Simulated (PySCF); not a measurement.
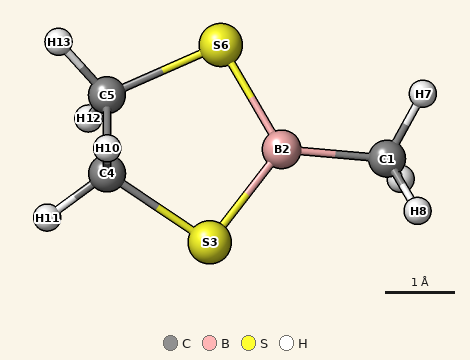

The structure (ball-and-stick view, seen at a tilt; atoms are numbered from 1 in the order of the input).

## Two runs on C3H7BS2

System: C3H7BS2, SMILES CB1SCCS1.
Method of run 1: GIAO PBE0/pcSseg-1 NMR shielding, non-relativistic, gas phase (PySCF 2.14.0).

The geometry comes from this level: PBE0-D3(BJ)/def2-SVP. Text and figures count atoms from 1; the logs count them from 0 in places.

Input file, run 1:
```
{"job": {"kind": "nmr", "xc": "PBE0", "basis": "pcSseg-1", "pop": false}, "charge": 0, "multiplicity": 1}
C      2.412196     0.543031     0.073525
B      0.890604     0.168189     0.025479
S      0.134430    -0.731947    -1.340953
C     -1.487413    -0.970691    -0.530324
C     -1.780679     0.200499     0.383253
S     -0.272199     0.642488     1.317677
H      2.785211     0.629776     1.105128
H      3.043938    -0.172083    -0.473174
H      2.551446     1.531511    -0.397909
H     -1.441800    -1.912393     0.038738
H     -2.256727    -1.075116    -1.309920
H     -2.092700     1.085545    -0.192873
H     -2.576994    -0.042781     1.102397
```

The first line tells a small driver script what to run in PySCF; the rest is the geometry in Å.

Launched with:
```bash
OMP_NUM_THREADS=1 python <driver script> task.json out
```

Hardware: 1 CPU thread, shared host.

Output (run 1):
```
coarse grid: 11936 points
cycle   1  E = -939.2647073647  dE =  6.295e-01  |g| = 3.135e-01  |ddm| = 3.313e+00
cycle   2  E = -939.2674391636  dE = -2.732e-03  |g| = 3.121e-01  |ddm| = 6.733e-01
cycle   3  E = -939.2932347101  dE = -2.580e-02  |g| = 4.477e-02  |ddm| = 3.305e-01
cycle   4  E = -939.2936459820  dE = -4.113e-04  |g| = 2.518e-02  |ddm| = 6.931e-02
cycle   5  E = -939.2938174048  dE = -1.714e-04  |g| = 4.201e-03  |ddm| = 2.779e-02
cycle   6  E = -939.2938222592  dE = -4.854e-06  |g| = 1.746e-03  |ddm| = 7.606e-03
final grid: 105928 points
cycle   7  E = -939.3319075977  dE = -1.574e-05  |g| = 1.155e-02  |ddm| = 2.926e-02
cycle   8  E = -939.3318816102  dE =  2.599e-05  |g| = 1.529e-02  |ddm| = 2.378e-02
cycle   9  E = -939.3319404914  dE = -5.888e-05  |g| = 9.880e-04  |ddm| = 1.424e-02
cycle  10  E = -939.3319407371  dE = -2.456e-07  |g| = 1.693e-04  |ddm| = 1.113e-03
cycle  11  E = -939.3319407433  dE = -6.279e-09  |g| = 6.303e-05  |ddm| = 1.825e-04
cycle  12  E = -939.3319407444  dE = -1.018e-09  |g| = 2.249e-05  |ddm| = 8.807e-05
cycle  13  E = -939.3319407445  dE = -1.571e-10  |g| = 3.614e-06  |ddm| = 2.804e-05
converged SCF energy = -939.3319407445

GIAO shielding tensors (ppm)
atom      isotropic    diamagn.    paramagn.     s11        s22        s33       span
  0 C      181.865     250.250     -68.385    162.882    186.904    195.808     32.926
  1 B       32.039     192.480    -160.441     -8.946      8.429     96.634    105.579
  2 S      428.942    1057.997    -629.055    316.210    397.541    573.075    256.865
  3 C      141.690     251.172    -109.482     99.747    160.949    164.374     64.627
  4 C      141.670     251.172    -109.502    100.161    160.795    164.053     63.892
  5 S      430.133    1058.077    -627.945    315.605    400.352    574.441    258.836
  6 H       30.206      28.590       1.615     25.309     29.141     36.167     10.858
  7 H       30.124      28.560       1.564     25.053     29.095     36.225     11.173
  8 H       30.515      28.024       2.491     26.546     27.554     37.444     10.898
  9 H       28.369      30.392      -2.023     22.725     26.850     35.532     12.807
 10 H       28.244      29.513      -1.270     22.322     26.354     36.055     13.733
 11 H       28.432      30.454      -2.022     22.776     26.877     35.643     12.867
 12 H       28.224      29.538      -1.313     22.325     26.340     36.007     13.682
```

Run 2 used a changed input.

The two runs side by side:

| quantity | run 1 | run 2 |
| --- | --- | --- |
| outcome | converged | converged |
| total energy (hartree) | −939.331941 | −939.684745 |
| HOMO (eV) | −6.86 | −7.86 |
| LUMO (eV) | −0.40 | 0.68 |
| dipole moment (D) | 1.46 | 1.42 |
| shielding of B2 (ppm) | 32.0 | 31.0 |
| shielding of S3 (ppm) | 428.9 | 447.4 |
| shielding of C4 (ppm) | 141.7 | 143.2 |
| shielding of C5 (ppm) | 141.7 | 143.2 |
| shielding of S6 (ppm) | 430.1 | 448.4 |
| shielding of H11 (ppm) | 28.2 | 28.6 |
| shielding of H13 (ppm) | 28.2 | 28.5 |
| SCF iterations | 13 | 12 |
| basis functions | 151 | 151 |
| wall time (shared host) | 14 s | 15 s |

Which change of the input explains these differences?

The change (lines with − go, lines with + come):
```diff
-"xc": "PBE0"
+"xc": "BHandHLYP"
```

The total energies belong to different methods, so their difference says nothing on which is more stable or more accurate. The HOMO goes from −6.86 to −7.86 eV. The LUMO goes from −0.40 to 0.68 eV. The dipole moment goes from 1.46 to 1.42 D. Of all shieldings, the largest change is that of S3, by +18.5 ppm. The functional changes from PBE0 to BHandHLYP. The SCF takes 12 iterations against 13.

Output (run 2):
```
coarse grid: 11936 points
cycle   1  E = -939.6230636905  dE =  8.139e-01  |g| = 3.071e-01  |ddm| = 3.231e+00
cycle   2  E = -939.6435428638  dE = -2.048e-02  |g| = 2.255e-01  |ddm| = 6.078e-01
cycle   3  E = -939.6560431352  dE = -1.250e-02  |g| = 4.992e-02  |ddm| = 2.732e-01
cycle   4  E = -939.6566608457  dE = -6.177e-04  |g| = 2.124e-02  |ddm| = 6.204e-02
cycle   5  E = -939.6567780506  dE = -1.172e-04  |g| = 3.143e-03  |ddm| = 2.182e-02
cycle   6  E = -939.6567811753  dE = -3.125e-06  |g| = 1.057e-03  |ddm| = 5.378e-03
final grid: 105928 points
cycle   7  E = -939.6847424102  dE = -1.174e-05  |g| = 3.094e-03  |ddm| = 1.007e-02
cycle   8  E = -939.6847427925  dE = -3.822e-07  |g| = 2.814e-03  |ddm| = 4.458e-03
cycle   9  E = -939.6847448392  dE = -2.047e-06  |g| = 2.829e-04  |ddm| = 2.433e-03
cycle  10  E = -939.6847448588  dE = -1.957e-08  |g| = 1.057e-04  |ddm| = 3.663e-04
cycle  11  E = -939.6847448619  dE = -3.048e-09  |g| = 1.541e-05  |ddm| = 1.169e-04
cycle  12  E = -939.6847448619  dE = -6.185e-11  |g| = 3.378e-06  |ddm| = 2.449e-05
converged SCF energy = -939.6847448619

GIAO shielding tensors (ppm)
atom      isotropic    diamagn.    paramagn.     s11        s22        s33       span
  0 C      181.556     249.462     -67.906    163.949    186.477    194.243     30.294
  1 B       31.039     191.769    -160.730    -11.167      6.765     97.519    108.686
  2 S      447.448    1058.174    -610.725    333.352    414.156    594.837    261.485
  3 C      143.246     250.079    -106.833    103.800    161.962    163.976     60.176
  4 C      143.226     250.081    -106.856    104.177    161.741    163.759     59.582
  5 S      448.431    1058.253    -609.822    332.875    415.487    596.930    264.055
  6 H       30.415      28.739       1.676     25.447     29.393     36.405     10.958
  7 H       30.348      28.694       1.654     25.218     29.336     36.490     11.272
  8 H       30.698      28.188       2.511     26.796     27.720     37.579     10.782
  9 H       28.659      30.532      -1.874     23.007     27.075     35.894     12.886
 10 H       28.566      29.604      -1.038     22.656     26.556     36.487     13.830
 11 H       28.719      30.596      -1.877     23.059     27.102     35.996     12.937
 12 H       28.550      29.632      -1.082     22.661     26.543     36.445     13.784
```
